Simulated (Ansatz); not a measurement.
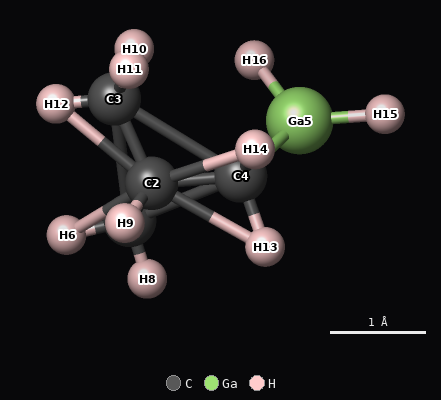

Fig. 1: The structure (ball-and-stick view, seen at a tilt; atoms are numbered from 1 in the order of the input). Sticks mark near contacts. Bond lengths as drawn: C–C 0.94 to 1.62 Å, C–Ga 1.28 Å, C–H 0.63 to 1.37 Å and Ga–H 0.92 to 1.01 Å.

Run report: C$_{4}$H$_{11}$Ga, single-point calculation

- system: C$_{4}$H$_{11}$Ga
- method: RHF, bccd_t/cc-pVDZ (Ansatz 0.2.0)

Some settings of this run were made unusual or wrong on purpose. The geometry comes from this level: PBE0-D4/def2-TZVP.

## Input
```yaml
crystal:
  periodic: [false, false, false]
  atoms:
    - {symbol: C, position_ang: [0.562155, 0.371839, -0.736900]}
    - {symbol: C, position_ang: [0.343116, -0.420562, -0.188895]}
    - {symbol: C, position_ang: [-0.508543, -0.817681, -0.459832]}
    - {symbol: C, position_ang: [0.265186, -0.092550, 0.686474]}
    - {symbol: Ga, position_ang: [-0.487624, 0.908076, 0.973978]}
    - {symbol: H, position_ang: [0.718630, 0.136606, -1.358676]}
    - {symbol: H, position_ang: [0.149438, 0.947428, -0.726726]}
    - {symbol: H, position_ang: [1.144492, 0.651186, -0.644443]}
    - {symbol: H, position_ang: [0.864055, -0.983490, -0.279067]}
    - {symbol: H, position_ang: [-1.139136, -0.279664, -0.439466]}
    - {symbol: H, position_ang: [-0.698192, -1.397848, -0.076146]}
    - {symbol: H, position_ang: [-0.478391, -0.923066, -1.076149]}
    - {symbol: H, position_ang: [1.003603, 0.106512, 0.887264]}
    - {symbol: H, position_ang: [0.116059, -0.700283, 1.078872]}
    - {symbol: H, position_ang: [-0.522565, 1.059779, 1.876057]}
    - {symbol: H, position_ang: [-1.231045, 1.207376, 0.351731]}
basis:
  gaussian: {orbitals: cc-pVDZ}
hamiltonian: {xc: {name: HF}, pseudopotentials: {relativity: scalar}}
correlation: {method: bccd_t}
scf: {lower_state_search: full}
```

Hardware: 4 threads of Arm Neoverse V2, 23 GiB of memory available, shared host.

Command:
```bash
ansatz run in.yaml --threads 4 --pin off --events-out ev --progress --plain --max-ram 10444MiB
```

## What the program printed
```
Functional definition: HF
  name "HF"
  cite "Fock, Z. Phys. 61, 126 (1930) doi:10.1007/BF01340294"
  parent pbe
  exchange = exact_x
  correlation = 0
1316 factors; integrals over basis functions are off by at most 1.0e-3 eV
mean field evaluation 1: about -56884.9863 eV, gradient 1.2e2 eV
mean field evaluation 2: about -56885.0006 eV, gradient 1.2e2 eV
mean field evaluation 4: about -56907.3562 eV, gradient 8.2e0 eV
mean field evaluation 8: about -56907.5184 eV, gradient 2.5e-2 eV
mean field evaluation 16: about -56907.3419 eV, gradient 8.2e0 eV
mean field -56907.51838133 eV, -2091.3127272126 hartree, gradient 1.1e-6 eV, S^2 0.000000; 0 other end points of the search recorded, 0 dependent functions left out
13 core orbitals not correlated: weight in the atoms' cores, before any rotation towards them, 1.000 or more for the frozen orbitals, at most 0.000 for the correlated occupied ones
reference -56907.51838133 eV, -2091.3127272126 hartree; 20, 20 occupied and 105, 105 virtual orbitals, 1316 factors
second order -19.76162600 eV of doubles, -0.00000000 eV of singles
cycle   1  -20.07476609 eV  change   -3.1e-1 eV  update   1.0e-1
cycle   2  -20.54133371 eV  change   -4.7e-1 eV  update   3.2e-2
cycle   3  -20.62982709 eV  change   -8.8e-2 eV  update   1.4e-2
cycle   4  -20.61635137 eV  change    1.3e-2 eV  update   3.5e-3
cycle   5  -20.61089169 eV  change    5.5e-3 eV  update   1.5e-3
cycle   6  -20.61106672 eV  change   -1.8e-4 eV  update   5.1e-4
cycle   7  -20.61119726 eV  change   -1.3e-4 eV  update   2.8e-4
cycle   8  -20.61115476 eV  change    4.2e-5 eV  update   1.3e-4
cycle   9  -20.61121164 eV  change   -5.7e-5 eV  update   6.3e-5
cycle  10  -20.61118344 eV  change    2.8e-5 eV  update   2.4e-5
perturbative correction -0.66417121 eV, -0.0244078418 hartree
Total energy: -56928.79373598 eV, -2092.0945820748 hartree
Relativity: scalar
```

## Outcome

```json
{"quantity": "outcome", "value": "converged"}
{"quantity": "total energy", "value": "−56928.7937 eV"}
{"quantity": "mean-field energy", "value": "−56907.5184 eV"}
{"quantity": "CCSD correlation", "value": "−20.6112 eV"}
{"quantity": "(T) correction", "value": "−0.6642 eV"}
{"quantity": "T1 diagnostic", "value": "0.010"}
{"quantity": "SCF solution under orbital rotations", "value": "stable"}
{"quantity": "wall time", "value": "23 s (CPU time 87 s)"}
{"quantity": "peak memory", "value": "1.3 GiB"}
```

## What went wrong

A setting was made wrong on purpose: squeeze. The program still converged, but the numbers can't be taken as results for the intended system.
